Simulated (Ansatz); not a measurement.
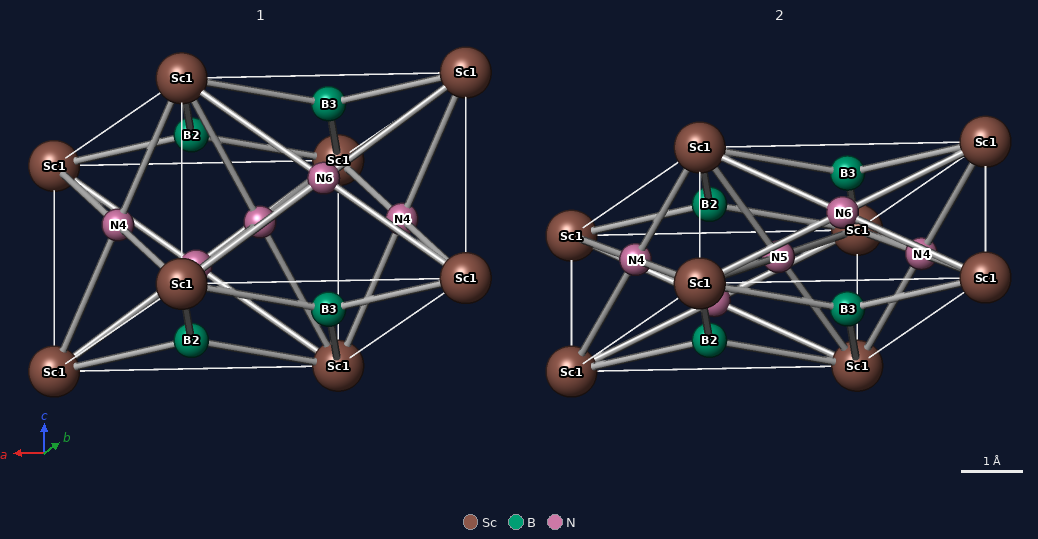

Two geometries of crystalline ScB2N3 (a generated structure, set up in P6/mmm) (coarse preliminary run), drawn at one scale. One is the start of a relaxation, the other its converged end. The picture is a ball-and-stick view of the cell of the calculation, seen from a free direction.

Theory: DFT PBE, scalar-relativistic, plane waves, PAW (Ansatz 0.2.0). (plane-wave cutoff 420 eV; k-point mesh 6 × 6 × 6; occupations gaussian; smearing width 0.1 eV; no spin polarisation; cell and atoms relaxed; force threshold 0.04 eV/Å; at most 70 steps)

### Which geometry has the lower energy?

Structure 2 is the relaxed one. After 11 accepted moves (13 points after the start) the energy has fallen by 1230 meV per atom. All forces vanish by symmetry, so only the cell relaxes. Pressure: −25.35 GPa at the start and −0.01 GPa at the end. At 2 points the geometry stayed and the basis and grid were re-selected for the new cell (energy shift of 1.8 meV per atom at most each time). The atoms keep their places relative to the cell (all moves are under 0.005 Å). Cell: a = b 4.708 → 4.735 Å (+0.6 %), c 3.623 → 2.395 Å (−33.9 %). Volume −33.1 %. Near-neighbour distances that change, for instance: Sc1–Sc1 3.623 → 2.395 Å, B2–N4 2.265 → 1.817 Å, Sc1–N4 2.970 → 2.653 Å, Sc1–B2 2.718 → 2.734 Å. Bond angles that change, for instance: Sc1–N4–Sc1 104.8° → 126.4°. The space group stays P6/mmm (No. 191).
